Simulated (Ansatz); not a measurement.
# C₂H₂ with AsH₃: superposition error and deformation

Aim: split the binding of a pair into the counterpoise interaction, the basis-set superposition error and the cost of deforming the fragments.

Program: Ansatz 0.2.0, Gaussian basis. Level of theory: PBE0-D4 structures, single points in def2-TZVPPD. These are calculated values, not measurements.

Levels: PBE-D4, revPBE-D4, BLYP-D4, r2SCAN-D4, B97M-V, PBE0-D4, B3LYP-D4, HSE06-D4, wB97X-V, wB97M-V, B2PLYP, Hartree-Fock, MP2, CCSD, CCSD(T).

Cores are frozen in the correlated methods. Filled d shells of the heavier atoms are correlated. B3LYP uses VWN-RPA correlation. B2PLYP carries no dispersion term here.

129 further runs of the same task are left out: 129 set aside as unsound or not needed. Runs told in other sessions of the task aren't counted.

### 1 Where the work starts

The relaxed pair: 8 atoms, charge 0, spin multiplicity 1.

Atoms are counted from 1 here; the program's logs count them from 0.

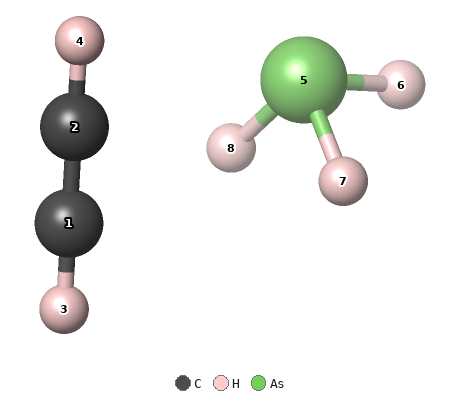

As it starts; carbon dark grey, hydrogen pink, arsenic green; atoms are numbered from 1 in the order of the file.

As a file:

```
C    -0.22860    0.26818   -2.03169
C     0.72602   -0.40803   -1.77631
H    -1.07770    0.86939   -2.25860
H     1.57435   -1.00943   -1.54643
As    0.25616   -0.27330    1.74429
H    -0.18763   -0.04014    3.18353
H     0.09501    1.19567    1.39051
H    -1.15761   -0.60244    1.29471
```

Atoms 1 to 4 are fragment A (C₂H₂), the rest fragment B (AsH₃). From earlier runs, pair energy (eV) and counterpoise interaction (kJ/mol):

| method | E(pair) | interaction |
| --- | --- | --- |
| PBE-D4 | -62982.80103 | -6.98 |
| revPBE-D4 | -62989.93892 | -6.46 |
| BLYP-D4 | -62995.60420 | -5.93 |
| r2SCAN-D4 | -62993.28075 | -5.54 |
| B97M-V | -62983.82046 | -5.97 |
| PBE0-D4 | -62984.77484 | -6.59 |
| B3LYP-D4 | -62996.63823 | -6.25 |
| HSE06-D4 | -62984.67373 | -6.57 |
| wB97X-V | -62988.63143 | -5.69 |
| wB97M-V | -62990.26442 | -5.73 |
| B2PLYP | -62982.91508 | -1.59 |
| Hartree-Fock | -62934.04606 | 2.12 |
| MP2 | -62950.40751 | -5.52 |
| CCSD(T) | -62951.92250 | -4.21 |

First each fragment is run alone in its own basis, frozen in the shape it has in the pair (a, b).

### 2 PBE-D4/def2-TZVPPD

The input, a/in.yaml:

```yaml
crystal:
  periodic: [false, false, false]
  atoms:
    - {symbol: C, position_ang: [-0.228601, 0.268182, -2.031690]}
    - {symbol: C, position_ang: [0.726018, -0.408030, -1.776309]}
    - {symbol: H, position_ang: [-1.077703, 0.869393, -2.258601]}
    - {symbol: H, position_ang: [1.574346, -1.009429, -1.546431]}
basis:
  gaussian: {orbitals: "def2-TZVPPD.json"}
hamiltonian: {xc: pbe, dispersion: d4}
```

The input, b/in.yaml:

```yaml
crystal:
  periodic: [false, false, false]
  atoms:
    - {symbol: As, position_ang: [0.256165, -0.273300, 1.744288]}
    - {symbol: H, position_ang: [-0.187632, -0.040143, 3.183531]}
    - {symbol: H, position_ang: [0.095012, 1.195667, 1.390505]}
    - {symbol: H, position_ang: [-1.157606, -0.602439, 1.294706]}
basis:
  gaussian: {orbitals: "def2-TZVPPD.json"}
hamiltonian: {xc: pbe, dispersion: d4}
```

The basis file named in the input lies beside it (Basis Set Exchange, JSON).

Each run has its own folder and the same command.

Command:

```bash
> ansatz run in.yaml --threads 4 --pin off --events-out ev --progress --plain --max-ram 9574MiB
```

a printed (excerpt; [...] marks lines left out):

```text
Functional definition: PBE
  name "PBE"
  cite "Perdew, Burke & Ernzerhof, Phys. Rev. Lett. 77, 3865 (1996) doi:10.1103/PhysRevLett.77.3865"
  parent pbe
[...]
466 factors; their error is unknown
[...]
mean field -2102.14108397 eV, -77.2522599534 hartree, gradient 6.7e-6 eV, S^2 0.000000; 0 other end points of the search recorded, 0 dependent functions left out
reference -2102.14111264 eV, -77.2522610071 hartree; 7, 7 occupied and 101, 101 virtual orbitals, 466 factors
Total energy: -2102.17071831 eV, -77.2533489954 hartree
```

Output in b (excerpt; [...] marks lines left out):

```text
[... 4 set-up lines as earlier in the session ...]
[...]
584 factors; their error is unknown
[...]
mean field -60880.51915492 eV, -2237.3178126453 hartree, gradient 3.8e-5 eV, S^2 0.000000; 0 other end points of the search recorded, 0 dependent functions left out
reference -60880.51918441 eV, -2237.3178137289 hartree; 18, 18 occupied and 87, 87 virtual orbitals, 584 factors
Total energy: -60880.55239498 eV, -2237.3190341951 hartree
```

Times: 0.35 s (a), 0.4 s (b) on 4 threads of Arm Neoverse V1, shared host.

### 3 r2SCAN-D4/def2-TZVPPD

Each input of step 2 (a, b) changes in the same lines:

```diff
-hamiltonian: {xc: pbe, dispersion: d4}
+hamiltonian: {xc: r2scan, dispersion: d4}
```

One command serves all of them, each in its own folder.

Command:

```bash
> ansatz run in.yaml --threads 4 --pin off --events-out ev --progress --plain --max-ram 9574MiB
```

Output in a (excerpt; [...] marks lines left out):

```text
Functional definition: r2SCAN
  name "r2SCAN"
  cite "Furness, Kaplan, Ning, Perdew & Sun, J. Phys. Chem. Lett. 11, 8208 (2020) doi:10.1021/acs.jpclett.0c02405"
  cite "Furness, Kaplan, Ning, Perdew & Sun, J. Phys. Chem. Lett. 11, 9248 (2020) doi:10.1021/acs.jpclett.0c03077"
  parent r2scan
[...]
466 factors; their error is unknown
[...]
mean field -2103.63729479 eV, -77.3072446869 hartree, gradient 4.7e-5 eV, S^2 0.000000; 0 other end points of the search recorded, 0 dependent functions left out
reference -2103.63730249 eV, -77.3072449700 hartree; 7, 7 occupied and 101, 101 virtual orbitals, 466 factors
Total energy: -2103.64403293 eV, -77.3074923092 hartree
```

Log of b (excerpt; [...] marks lines left out):

```text
[... 5 set-up lines as earlier in the session ...]
[...]
584 factors; their error is unknown
[...]
mean field -60889.56775406 eV, -2237.6503425303 hartree, gradient 5.6e-5 eV, S^2 0.000000; 0 other end points of the search recorded, 0 dependent functions left out
reference -60889.56776224 eV, -2237.6503428309 hartree; 18, 18 occupied and 87, 87 virtual orbitals, 584 factors
Total energy: -60889.57500575 eV, -2237.6506090251 hartree
```

They took 0.7 s (a), 0.95 s (b) on 4 threads of Arm Neoverse V1, shared host.

### 4 PBE0-D4/def2-TZVPPD

The same edit goes into each in.yaml of step 3 (a, b):

```diff
-hamiltonian: {xc: r2scan, dispersion: d4}
+hamiltonian: {xc: pbe0, dispersion: d4}
+output: {orbitals: {seedname: orbitals}}
```

The same command starts each run, in its folder.

Command:

```bash
> ansatz run in.yaml --threads 4 --pin off --events-out ev --progress --plain --max-ram 9574MiB
```

a printed (excerpt; [...] marks lines left out):

```text
Functional definition: PBE0
  name "PBE0"
  cite "Adamo & Barone, J. Chem. Phys. 110, 6158 (1999) doi:10.1063/1.478522"
[... 2 set-up lines as earlier in the session ...]
[...]
466 factors; their error is unknown
[...]
mean field -2102.27481466 eV, -77.2571744657 hartree, gradient 2.7e-5 eV, S^2 0.000000; 0 other end points of the search recorded, 0 dependent functions left out
reference -2102.27483535 eV, -77.2571752262 hartree; 7, 7 occupied and 101, 101 virtual orbitals, 466 factors
Total energy: -2102.29893598 eV, -77.2580609080 hartree
```

Log of b (excerpt; [...] marks lines left out):

```text
[... 5 set-up lines as earlier in the session ...]
[...]
614 factors; their error is unknown
[...]
mean field -60882.37591883 eV, -2237.3860474604 hartree, gradient 5.9e-5 eV, S^2 0.000000; 0 other end points of the search recorded, 0 dependent functions left out
reference -60882.37594176 eV, -2237.3860483030 hartree; 18, 18 occupied and 87, 87 virtual orbitals, 614 factors
Total energy: -60882.40301545 eV, -2237.3870432430 hartree
```

They took 0.35 s (a), 0.5 s (b) on 4 threads of Arm Neoverse V1, shared host.

### 5 B3LYP-D4/def2-TZVPPD

The same edit goes into each in.yaml of step 4 (a, b):

```diff
-hamiltonian: {xc: pbe0, dispersion: d4}
-output: {orbitals: {seedname: orbitals}}
+hamiltonian: {xc: {name: B3LYP}, dispersion: d4}
```

Each run has its own folder and the same command.

Command:

```bash
> ansatz run in.yaml --threads 4 --pin off --events-out ev --progress --plain --max-ram 9574MiB
```

Log of a (excerpt; [...] marks lines left out):

```text
Functional definition: B3LYP
  name "B3LYP"
  cite "Stephens, Devlin, Chabalowski & Frisch, J. Phys. Chem. 98, 11623 (1994) doi:10.1021/j100096a001"
  cite "Becke, Phys. Rev. A 38, 3098 (1988) doi:10.1103/PhysRevA.38.3098"
  cite "Lee, Yang & Parr, Phys. Rev. B 37, 785 (1988) doi:10.1103/PhysRevB.37.785"
  cite "Vosko, Wilk & Nusair, Can. J. Phys. 58, 1200 (1980) doi:10.1139/p80-159"
[...]
466 factors; their error is unknown
[...]
mean field -2105.22901972 eV, -77.3657394994 hartree, gradient 5.6e-5 eV, S^2 0.000000; 0 other end points of the search recorded, 0 dependent functions left out
reference -2105.22920543 eV, -77.3657463240 hartree; 7, 7 occupied and 101, 101 virtual orbitals, 466 factors
Total energy: -2105.27716587 eV, -77.3675088376 hartree
```

b printed (excerpt; [...] marks lines left out):

```text
[... 6 set-up lines as earlier in the session ...]
[...]
609 factors; their error is unknown
[...]
mean field -60891.23697762 eV, -2237.7116853646 hartree, gradient 5.5e-5 eV, S^2 0.000000; 0 other end points of the search recorded, 0 dependent functions left out
reference -60891.23716982 eV, -2237.7116924279 hartree; 18, 18 occupied and 87, 87 virtual orbitals, 609 factors
Total energy: -60891.29147180 eV, -2237.7136879888 hartree
```

Wall times: 0.45 s (a), 0.55 s (b) on 4 threads of Arm Neoverse V1, shared host.

### 6 wB97X-V/def2-TZVPPD

Each input of step 5 (a, b) changes in the same lines:

```diff
-hamiltonian: {xc: {name: B3LYP}, dispersion: d4}
+hamiltonian: {xc: {name: wB97X-V}}
```

Each run has its own folder and the same command.

Command:

```bash
> ansatz run in.yaml --threads 4 --pin off --events-out ev --progress --plain --max-ram 9574MiB
```

Output in a (excerpt; [...] marks lines left out):

```text
Functional definition: wB97X-V
  name "wB97X-V"
  cite "Mardirossian & Head-Gordon, Phys. Chem. Chem. Phys. 16, 9904 (2014) doi:10.1039/C3CP54374A"
  cite "Becke, J. Chem. Phys. 107, 8554 (1997) doi:10.1063/1.475007"
  cite "Vydrov & Van Voorhis, J. Chem. Phys. 133, 244103 (2010) doi:10.1063/1.3521275"
[...]
      + integral(e_c_pw_opposite_spin*poly(b97_u_opposite, cos0, cos1)) + vv10(b, c)
466 factors; their error is unknown
146 factors; integrals over basis functions are off by at most 3.8e-5 eV
[...]
mean field -2104.32799397 eV, -77.3326274138 hartree, gradient 5.1e-5 eV, S^2 0.000000; 0 other end points of the search recorded, 0 dependent functions left out
reference -2104.32799268 eV, -77.3326273662 hartree; 7, 7 occupied and 101, 101 virtual orbitals, 466 factors
Total energy: -2104.32799268 eV, -77.3326273662 hartree
```

Output in b (excerpt; [...] marks lines left out):

```text
[... 5 set-up lines as earlier in the session ...]
[...]
      + integral(e_c_pw_opposite_spin*poly(b97_u_opposite, cos0, cos1)) + vv10(b, c)
602 factors; their error is unknown
154 factors; integrals over basis functions are off by at most 1.6e-5 eV
[...]
mean field -60884.23998385 eV, -2237.4545505862 hartree, gradient 3.7e-5 eV, S^2 0.000000; 0 other end points of the search recorded, 0 dependent functions left out
reference -60884.23998242 eV, -2237.4545505339 hartree; 18, 18 occupied and 87, 87 virtual orbitals, 602 factors
Total energy: -60884.23998242 eV, -2237.4545505339 hartree
```

They took 0.95 s (a), 1.4 s (b) on 4 threads of Arm Neoverse V1, shared host.

### 7 wB97M-V/def2-TZVPPD

The same edit goes into each in.yaml of step 6 (a, b):

```diff
-hamiltonian: {xc: {name: wB97X-V}}
+hamiltonian: {xc: {name: wB97M-V}}
```

One command serves all of them, each in its own folder.

Command:

```bash
> ansatz run in.yaml --threads 4 --pin off --events-out ev --progress --plain --max-ram 9574MiB
```

Output in a (excerpt; [...] marks lines left out):

```text
Functional definition: wB97M-V
  name "wB97M-V"
  cite "Mardirossian & Head-Gordon, J. Chem. Phys. 144, 214110 (2016) doi:10.1063/1.4952647"
[... 2 set-up lines as earlier in the session ...]
  # Of w^i u^j: cxij and so on, Table III.
[...]
  gx(w, u) = 1 - cx + cx01*u + cx10*w
[...]
      + integral(e_c_pw_mod_opposite_spin*gos(b97_w_opposite, b97_u_opposite)) + vv10(b, c)
466 factors; their error is unknown
146 factors; integrals over basis functions are off by at most 3.8e-5 eV
[...]
mean field -2104.13197688 eV, -77.3254239185 hartree, gradient 5.8e-5 eV, S^2 0.000000; 0 other end points of the search recorded, 0 dependent functions left out
reference -2104.13200982 eV, -77.3254251290 hartree; 7, 7 occupied and 101, 101 virtual orbitals, 466 factors
Total energy: -2104.13200982 eV, -77.3254251290 hartree
```

Log of b (excerpt; [...] marks lines left out):

```text
[... 5 set-up lines as earlier in the session ...]
  # Of w^i u^j: cxij and so on, Table III.
[...]
  gx(w, u) = 1 - cx + cx01*u + cx10*w
[...]
      + integral(e_c_pw_mod_opposite_spin*gos(b97_w_opposite, b97_u_opposite)) + vv10(b, c)
595 factors; their error is unknown
154 factors; integrals over basis functions are off by at most 1.6e-5 eV
[...]
mean field -60886.06684143 eV, -2237.5216863641 hartree, gradient 3.9e-5 eV, S^2 0.000000; 0 other end points of the search recorded, 0 dependent functions left out
reference -60886.06687644 eV, -2237.5216876509 hartree; 18, 18 occupied and 87, 87 virtual orbitals, 595 factors
Total energy: -60886.06687644 eV, -2237.5216876509 hartree
```

They took 1 s (a), 1.6 s (b) on 4 threads of Arm Neoverse V1, shared host.

### 8 B2PLYP/def2-TZVPPD

The same edit goes into each in.yaml of step 7 (a, b):

```diff
-hamiltonian: {xc: {name: wB97M-V}}
+hamiltonian: {xc: {name: B2PLYP}}
```

One command serves all of them, each in its own folder.

Command:

```bash
> ansatz run in.yaml --threads 4 --pin off --events-out ev --progress --plain --max-ram 9574MiB
```

Output in a (excerpt; [...] marks lines left out):

```text
Functional definition: B2PLYP
  name "B2PLYP"
  cite "Grimme, J. Chem. Phys. 124, 034108 (2006) doi:10.1063/1.2148954"
[... 2 set-up lines as earlier in the session ...]
[...]
628 factors; integrals over basis functions are off by at most 7.3e-4 eV
[...]
mean field -2100.43850924 eV, -77.1896914861 hartree, gradient 5.4e-6 eV, S^2 0.000000; 0 other end points of the search recorded, 0 dependent functions left out
2 core orbitals not correlated: weight in the atoms' cores, before any rotation towards them, 1.000 or more for the frozen orbitals, at most 0.000 for the correlated occupied ones
reference -2100.43862450 eV, -77.1896957218 hartree; 5, 5 occupied and 101, 101 virtual orbitals, 628 factors
second order -10.44408761 eV of doubles, -0.00000000 eV of singles
Total energy: -2103.25852815 eV, -77.2933252697 hartree
```

Log of b (excerpt; [...] marks lines left out):

```text
[... 5 set-up lines as earlier in the session ...]
[...]
602 factors; integrals over basis functions are off by at most 7.8e-4 eV
[...]
mean field -60877.06458160 eV, -2237.1908594175 hartree, gradient 4.0e-6 eV, S^2 0.000000; 0 other end points of the search recorded, 0 dependent functions left out
9 core orbitals not correlated: weight in the atoms' cores, before any rotation towards them, 1.000 or more for the frozen orbitals, at most 0.000 for the correlated occupied ones
reference -60877.06470661 eV, -2237.1908640112 hartree; 9, 9 occupied and 87, 87 virtual orbitals, 602 factors
second order -9.50194108 eV of doubles, -0.00000000 eV of singles
Total energy: -60879.63023070 eV, -2237.2851452827 hartree
```

They took 0.65 s (a), 0.8 s (b) on 4 threads of Arm Neoverse V1, shared host.

### 9 BLYP-D4/def2-TZVPPD

The same edit goes into each in.yaml of step 8 (a, b):

```diff
-hamiltonian: {xc: {name: B2PLYP}}
+hamiltonian: {xc: {name: BLYP}, dispersion: d4}
```

Each run has its own folder and the same command.

Command:

```bash
> ansatz run in.yaml --threads 4 --pin off --events-out ev --progress --plain --max-ram 9574MiB
```

Output in a (excerpt; [...] marks lines left out):

```text
Functional definition: BLYP
  name "BLYP"
[... 2 set-up lines as earlier in the session ...]
[...]
466 factors; their error is unknown
[...]
mean field -2104.35831894 eV, -77.3337418357 hartree, gradient 9.8e-6 eV, S^2 0.000000; 0 other end points of the search recorded, 0 dependent functions left out
reference -2104.35857273 eV, -77.3337511624 hartree; 7, 7 occupied and 101, 101 virtual orbitals, 466 factors
Total energy: -2104.42818314 eV, -77.3363092976 hartree
```

b printed (excerpt; [...] marks lines left out):

```text
[... 4 set-up lines as earlier in the session ...]
[...]
584 factors; their error is unknown
[...]
mean field -60891.03089775 eV, -2237.7041120691 hartree, gradient 2.3e-5 eV, S^2 0.000000; 0 other end points of the search recorded, 0 dependent functions left out
reference -60891.03114661 eV, -2237.7041212145 hartree; 18, 18 occupied and 87, 87 virtual orbitals, 584 factors
Total energy: -60891.10877234 eV, -2237.7069739075 hartree
```

They took 0.4 s (a), 0.55 s (b) on 4 threads of Arm Neoverse V1, shared host.

### 10 revPBE-D4/def2-TZVPPD

Each input of step 9 (a, b) changes in the same lines:

```diff
-hamiltonian: {xc: {name: BLYP}, dispersion: d4}
+hamiltonian: {xc: {name: revPBE}, dispersion: d4}
```

The same command starts each run, in its folder.

Command:

```bash
> ansatz run in.yaml --threads 4 --pin off --events-out ev --progress --plain --max-ram 9574MiB
```

a printed (excerpt; [...] marks lines left out):

```text
Functional definition: revPBE
  name "revPBE"
  cite "Zhang & Yang, Phys. Rev. Lett. 80, 890 (1998) doi:10.1103/PhysRevLett.80.890"
[... 1 set-up line as earlier in the session ...]
[...]
466 factors; their error is unknown
[...]
mean field -2104.53000997 eV, -77.3400513646 hartree, gradient 6.9e-6 eV, S^2 0.000000; 0 other end points of the search recorded, 0 dependent functions left out
reference -2104.53004620 eV, -77.3400526960 hartree; 7, 7 occupied and 101, 101 virtual orbitals, 466 factors
Total energy: -2104.64543635 eV, -77.3442932058 hartree
```

b printed (excerpt; [...] marks lines left out):

```text
[... 4 set-up lines as earlier in the session ...]
[...]
584 factors; their error is unknown
[...]
mean field -60885.09886828 eV, -2237.4861140072 hartree, gradient 2.9e-5 eV, S^2 0.000000; 0 other end points of the search recorded, 0 dependent functions left out
reference -60885.09890467 eV, -2237.4861153444 hartree; 18, 18 occupied and 87, 87 virtual orbitals, 584 factors
Total energy: -60885.22007069 eV, -2237.4905681134 hartree
```

Wall times: 0.35 s (a), 0.4 s (b) on 4 threads of Arm Neoverse V1, shared host.

### 11 B97M-V/def2-TZVPPD

The same edit goes into each in.yaml of step 10 (a, b):

```diff
-hamiltonian: {xc: {name: revPBE}, dispersion: d4}
+hamiltonian: {xc: {name: B97M-V}}
```

One command serves all of them, each in its own folder.

Command:

```bash
> ansatz run in.yaml --threads 4 --pin off --events-out ev --progress --plain --max-ram 9574MiB
```

Log of a (excerpt; [...] marks lines left out):

```text
Functional definition: B97M-V
  name "B97M-V"
  cite "Mardirossian & Head-Gordon, J. Chem. Phys. 142, 074111 (2015) doi:10.1063/1.4907719"
[... 2 set-up lines as earlier in the session ...]
  # Of w^i u^j: cxij and so on, Table III.
[...]
  gx(w, u) = cx00 + cx01*u + cx02*u^2 + (cx10 + cx11*u)*w
[...]
  gos(w, u) = cos00 + cos01*u + cos03*u^3 + cos10*w + cos32*w^3*u^2
[...]
      + integral(e_c_pw_mod_opposite_spin*gos(b97_w_opposite, b97_u_opposite)) + vv10(b, c)
466 factors; their error is unknown
[...]
mean field -2105.06345038 eV, -77.3596549381 hartree, gradient 2.0e-5 eV, S^2 0.000000; 0 other end points of the search recorded, 0 dependent functions left out
reference -2105.06349009 eV, -77.3596563974 hartree; 7, 7 occupied and 101, 101 virtual orbitals, 466 factors
Total energy: -2105.06349009 eV, -77.3596563974 hartree
```

Log of b (excerpt; [...] marks lines left out):

```text
[... 5 set-up lines as earlier in the session ...]
  # Of w^i u^j: cxij and so on, Table III.
[...]
  gx(w, u) = cx00 + cx01*u + cx02*u^2 + (cx10 + cx11*u)*w
[...]
  gos(w, u) = cos00 + cos01*u + cos03*u^3 + cos10*w + cos32*w^3*u^2
[...]
      + integral(e_c_pw_mod_opposite_spin*gos(b97_w_opposite, b97_u_opposite)) + vv10(b, c)
584 factors; their error is unknown
[...]
mean field -60878.68965215 eV, -2237.2505796586 hartree, gradient 2.9e-5 eV, S^2 0.000000; 0 other end points of the search recorded, 0 dependent functions left out
reference -60878.68969455 eV, -2237.2505812169 hartree; 18, 18 occupied and 87, 87 virtual orbitals, 584 factors
Total energy: -60878.68969455 eV, -2237.2505812169 hartree
```

They took 1.1 s (a), 1.6 s (b) on 4 threads of Arm Neoverse V1, shared host.

### 12 HSE06-D4/def2-TZVPPD

Each input of step 11 (a, b) changes in the same lines:

```diff
-hamiltonian: {xc: {name: B97M-V}}
+hamiltonian: {xc: hse06, dispersion: d4}
```

The same command starts each run, in its folder.

Command:

```bash
> ansatz run in.yaml --threads 4 --pin off --events-out ev --progress --plain --max-ram 9574MiB
```

a printed (excerpt; [...] marks lines left out):

```text
Functional definition: HSE06
  name "HSE06"
  cite "Heyd, Scuseria & Ernzerhof, J. Chem. Phys. 118, 8207 (2003) doi:10.1063/1.1564060"
  cite "Krukau, Vydrov, Izmaylov & Scuseria, J. Chem. Phys. 125, 224106 (2006) doi:10.1063/1.2404663"
  cite "Heyd & Scuseria, J. Chem. Phys. 120, 7274 (2004) doi:10.1063/1.1668634"
  cite "Ernzerhof & Perdew, J. Chem. Phys. 109, 3313 (1998) doi:10.1063/1.476928"
[...]
466 factors; their error is unknown
48 factors; integrals over basis functions are off by at most 7.5e-5 eV
[...]
mean field -2102.14718450 eV, -77.2524841438 hartree, gradient 5.1e-5 eV, S^2 0.000000; 0 other end points of the search recorded, 0 dependent functions left out
reference -2102.14721197 eV, -77.2524851532 hartree; 7, 7 occupied and 101, 101 virtual orbitals, 466 factors
Total energy: -2102.16925019 eV, -77.2532950428 hartree
```

Output in b (excerpt; [...] marks lines left out):

```text
[... 6 set-up lines as earlier in the session ...]
[...]
614 factors; their error is unknown
56 factors; integrals over basis functions are off by at most 3.4e-6 eV
[...]
mean field -60882.40700757 eV, -2237.3871899505 hartree, gradient 2.4e-5 eV, S^2 0.000000; 0 other end points of the search recorded, 0 dependent functions left out
reference -60882.40703811 eV, -2237.3871910730 hartree; 18, 18 occupied and 87, 87 virtual orbitals, 614 factors
Total energy: -60882.43193789 eV, -2237.3881061229 hartree
```

Times: 0.5 s (a), 0.65 s (b) on 4 threads of Arm Neoverse V1, shared host.

[end of part 1 of 3]
